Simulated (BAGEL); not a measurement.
**CH2ClF (chlorofluoromethane) at HF/STO-3G (density fitting with cc-pvqz-jkfit)**

Aim: the vertical electron affinity of CH2ClF (chlorofluoromethane) at HF/STO-3G (density fitting with cc-pvqz-jkfit), from 2 runs. 

The results are computed with BAGEL 1.2.2.

2 further runs of the same task are left out: 2 set aside as unsound or not needed. Runs told in other sessions of the task aren't counted.

## Step 1: The molecule

CH2ClF has 5 atoms, charge 0, and is taken as a singlet. SMILES: `FCCl`. The coordinates come from a PBE0-D4/def2-TZVP relaxation.

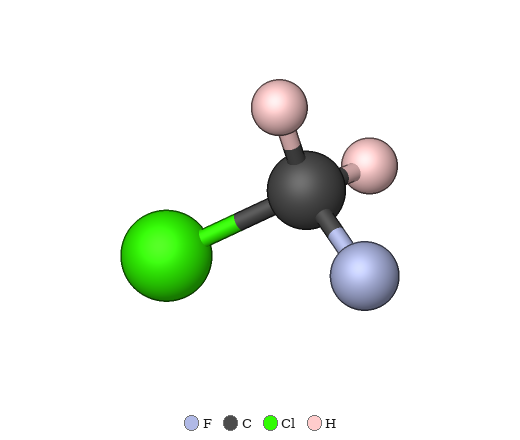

Viewed from a chosen angle; fluorine light blue, carbon dark grey, chlorine green, hydrogen pink.

## Step 2: A single-point energy at HF/STO-3G (density fitting with cc-pvqz-jkfit)

hf.json reads:

```json
{ "bagel": [

{
  "title": "molecule",
  "basis": "sto-3g",
  "df_basis": "cc-pvqz-jkfit",
  "angstrom": true,
  "geometry": [
    { "atom": "F", "xyz": [   -0.970450,    0.560520,    0.766500 ] },
    { "atom": "C", "xyz": [    0.083560,    0.089320,    0.058070 ] },
    { "atom": "Cl", "xyz": [   -0.422970,   -1.232890,   -0.998060 ] },
    { "atom": "H", "xyz": [    0.832130,   -0.302600,    0.745580 ] },
    { "atom": "H", "xyz": [    0.477720,    0.885670,   -0.572080 ] }
  ]
},
{ "title": "hf" },
{ "title": "print", "file": "orbitals.molden", "orbitals": true }

]}
```

Run with:

```console
$ BAGEL_NUM_THREADS=1 BAGEL hf.json > hf.out
```

The log of the run:

```text
* using 1 threads per process

  ===============================================================
  ===============================================================

  *** Geometry ***

  { "atom" : "F", "xyz" : [     -1.833885,      1.059229,      1.448475 ] },
  { "atom" : "C", "xyz" : [      0.157906,      0.168790,      0.109736 ] },
  { "atom" : "Cl", "xyz" : [     -0.799297,     -2.329824,     -1.886060 ] },
  { "atom" : "H", "xyz" : [      1.572498,     -0.571831,      1.408942 ] },
  { "atom" : "H", "xyz" : [      0.902760,      1.673674,     -1.081075 ] },

  Number of auxiliary basis functions:      462

  Since a DF basis is specified, we compute 2- and 3-index integrals:
    o Being stored without compression. Storage requirement is 0.002 GB

  Number of basis functions:       21
  Number of electrons      :       34

    * METHOD: MOLECULE                             0.14

  *** RHF ***

  === Nuclear Repulsion ===
   101.6698891955

      * DIIS with orbital gradients will be used.

  === RHF iteration (sto-3g) ===
      0       -591.05797361          0.02738229           0.01
      1       -591.16019374          0.00815196           0.01
      2       -591.16877677          0.00138886           0.01
      3       -591.16935920          0.00017577           0.01
      4       -591.16936839          0.00003830           0.01
      5       -591.16936881          0.00000386           0.01
      6       -591.16936882          0.00000096           0.01
      7       -591.16936882          0.00000033           0.01
      8       -591.16936882          0.00000004           0.01
      9       -591.16936882          0.00000001           0.01
    * SCF iteration converged.

    * Permanent dipole moment:
           (   -0.571227,    -0.506851,    -0.303435) a.u.

    * METHOD: HF                                   0.15

    * METHOD: PRINT                                0.00

  ===============================================================
```

It took 0.42 s on 1 thread of Arm Neoverse V1, shared host.

## Step 3: The doublet anion

calc.json reads:

```json
{ "bagel": [

{
  "title": "molecule",
  "basis": "sto-3g",
  "df_basis": "cc-pvqz-jkfit",
  "angstrom": true,
  "geometry": [
    { "atom": "F", "xyz": [      -0.970450,       0.560520,       0.766500 ] },
    { "atom": "C", "xyz": [       0.083560,       0.089320,       0.058070 ] },
    { "atom": "Cl", "xyz": [      -0.422970,      -1.232890,      -0.998060 ] },
    { "atom": "H", "xyz": [       0.832130,      -0.302600,       0.745580 ] },
    { "atom": "H", "xyz": [       0.477720,       0.885670,      -0.572080 ] }
  ]
},

{ "title": "uhf", "charge": -1, "nopen": 1 },

{ "title": "print", "file": "orbitals.molden", "orbitals": true }

]}
```

Run with:

```console
$ BAGEL_NUM_THREADS=1 BAGEL calc.json > calc.out
```

The log of the run:

```text
* using 1 threads per process

  ===============================================================
  ===============================================================

  *** Geometry ***

  { "atom" : "F", "xyz" : [     -1.833885,      1.059229,      1.448475 ] },
  { "atom" : "C", "xyz" : [      0.157906,      0.168790,      0.109736 ] },
  { "atom" : "Cl", "xyz" : [     -0.799297,     -2.329824,     -1.886060 ] },
  { "atom" : "H", "xyz" : [      1.572498,     -0.571831,      1.408942 ] },
  { "atom" : "H", "xyz" : [      0.902760,      1.673674,     -1.081075 ] },

  Number of auxiliary basis functions:      462

  Since a DF basis is specified, we compute 2- and 3-index integrals:
    o Being stored without compression. Storage requirement is 0.002 GB

  Number of basis functions:       21
  Number of electrons      :       34

    * METHOD: MOLECULE                             0.14

  *** Open-shell HF ***

  === Nuclear Repulsion ===
   101.6698891955

      * DIIS with orbital gradients will be used.

  === UHF iteration (sto-3g) ===
      0       -590.80128405          0.02562876           0.02
      1       -590.83689569          0.00576701           0.02
      2       -590.84075125          0.00193923           0.02
      3       -590.84190784          0.00059122           0.02
      4       -590.84217597          0.00029924           0.02
      5       -590.84232156          0.00010986           0.02
      6       -590.84233786          0.00002890           0.02
      7       -590.84233850          0.00001238           0.02
      8       -590.84233866          0.00000365           0.02
      9       -590.84233868          0.00000088           0.02
     10       -590.84233868          0.00000014           0.02
     11       -590.84233868          0.00000007           0.02
     12       -590.84233868          0.00000002           0.02
     13       -590.84233868          0.00000001           0.02
    * SCF iteration converged.

    * S^2 (UHF) is 0.7571

    * Permanent dipole moment:
           (   -0.071799,    -0.573102,    -0.497512) a.u.

    * METHOD: UHF                                  0.33

    * METHOD: PRINT                                0.00

  ===============================================================
```

Wall time 0.61 s (1 thread of Arm Neoverse V1, shared host).

## Step 4: Outcome

At HF/STO-3G (density fitting with cc-pvqz-jkfit):

| quantity | value |
| --- | --- |
| singlet CH2ClF: total energy | -591.16937 Eh |
| singlet CH2ClF: dipole moment | 2.09 D |
| singlet CH2ClF: HOMO energy | -10.63 eV |
| singlet CH2ClF: LUMO energy | 9.94 eV |
| singlet CH2ClF: HOMO–LUMO gap | 20.57 eV |
| doublet anion: total energy | -590.84234 Eh |
| doublet anion: ⟨S²⟩ | 0.757 |
| vertical electron affinity (to the doublet anion) | -8.899 eV |

The anion lies 8.90 eV (859 kJ/mol) above the neutral: the electron isn't bound at this level, and such a value depends on the basis. Without diffuse functions anions come out too high. Hartree–Fock misses the correlation that binds many anions. In a minimal basis such a difference can be off by several eV, whatever the method.
